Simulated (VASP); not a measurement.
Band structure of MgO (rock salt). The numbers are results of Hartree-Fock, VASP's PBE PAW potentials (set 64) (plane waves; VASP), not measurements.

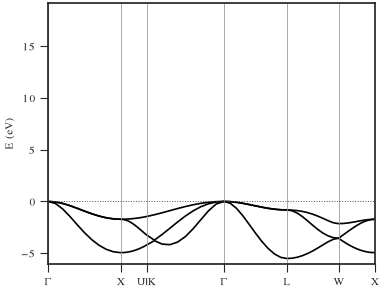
Figure. Bands along high-symmetry lines, zero at the valence-band maximum or, without a gap, the Fermi level

Problem. Read the plot: is there a gap, and where are the band edges?

Solution. The gap is direct, 15.13 eV, from the valence maximum at Γ to the conduction minimum at Γ.

Measured: gap 8.36 eV (computed value off by +6.77 eV), as given by Wei Chen et al., Physical Review Materials (2018), doi:10.1103/physrevmaterials.2.073803 [zero-point renormalisation of 0.53 eV added back (the table's ZPR column)].

The compound is MgO in the rock salt structure. It was relaxed first. The cell's shape comes from a PBE relaxation.
